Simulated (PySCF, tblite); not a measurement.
# C5H7F3Si: geometry, infrared bands and NMR shifts

Wanted: the infrared bands and NMR shifts of C5H7F3Si (`FC(F)=C(F)[C@@H]1CC[SiH2]1`), by calculation.

Programs: tblite 0.8.0 and PySCF 2.14.0, with density-fitted response routines of our own. Each step states its level of theory. These are calculated values for one molecule in the gas phase, unless marked as measured. Atoms count from 0, in the outputs and in this text.

## Step 1: The starting structure

16 atoms, charge 0, multiplicity 1; geometry from: force field or distance geometry start.

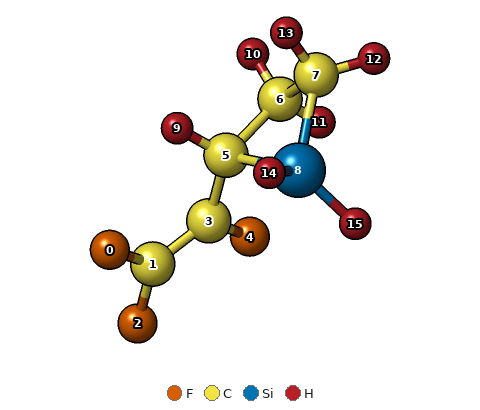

The starting geometry (fluorine orange, carbon yellow, silicon blue, hydrogen red), atoms numbered; sticks join atoms by distance.

## Step 2: Optimising the geometry with GFN2-xTB

Job settings and geometry (Å):

```
{"job": {"kind": "relax", "xc": "GFN2-xTB", "basis": "xTB"}, "charge": 0, "multiplicity": 1}
F      2.712400     1.464900     0.025100
C      2.647700     0.123700    -0.026600
F      3.799000    -0.588900    -0.191500
C      1.485500    -0.514700     0.097700
F      1.472000    -1.875000     0.065400
C      0.222000     0.221000     0.304300
C     -1.002400    -0.630600     0.782100
C     -2.071800     0.206400     0.024000
Si    -0.759700     0.564700    -1.289700
H      0.345400     1.135800     0.904200
H     -1.147400    -0.636300     1.872900
H     -0.987500    -1.696400     0.486400
H     -2.953600    -0.362600    -0.309700
H     -2.405700     1.098100     0.548200
H     -0.721200     1.985300    -1.756200
H     -0.642300    -0.486400    -2.316500
```

Launch:

```bash
$ OMP_NUM_THREADS=1 python probes_run.py task.json out
```

The driver reads the jobs from task.json and runs them one after another.

**Question.** This job is followed by: GFN2-xTB harmonic vibrations, gas phase; GIAO PBE0/pcSseg-1 NMR shielding, non-relativistic, gas phase. What will the session give for the following? strongest single infrared mode (GFN2-xTB); zero-point energy (GFN2-xTB); 13C shifts against TMS (PBE0/pcSseg-1); 1H shifts against TMS (PBE0/pcSseg-1); 19F shifts against CFCl3 (PBE0/pcSseg-1); 29Si shifts against TMS (PBE0/pcSseg-1).

As calculated:

| quantity | value |
| --- | --- |
| strongest single infrared mode (GFN2-xTB) | 2293 cm⁻¹, 349 km/mol |
| zero-point energy (GFN2-xTB) | 66.7 kcal/mol |
| 13C shifts against TMS (PBE0/pcSseg-1) | 164.6, 139.6, 26.4, 25.4, 6.5 ppm |
| 1H shifts against TMS (PBE0/pcSseg-1) | 5.00, 4.94, 2.94, 2.74, 2.56, 1.51, 1.32 ppm |
| 19F shifts against CFCl3 (PBE0/pcSseg-1) | -112.4, -128.1, -192.2 ppm |
| 29Si shifts against TMS (PBE0/pcSseg-1) | -28.1 ppm |

**Reading.** Over 109 steps the energy fell by 0.427 eV; of the close pairs, C5–Si8 changed most, 1.903 to 1.943 Å. No mode is imaginary among the 42: a minimum at this level. The strongest single mode, at 2293 cm⁻¹, moves mainly H14. Unscaled tight-binding wavenumbers are off by several per cent, some by more. Its intensities can rank the bands wrongly. At PBE0/pcSseg-1: The widest tensor belongs to F4: span 111 ppm, with a paramagnetic part of -111 ppm.
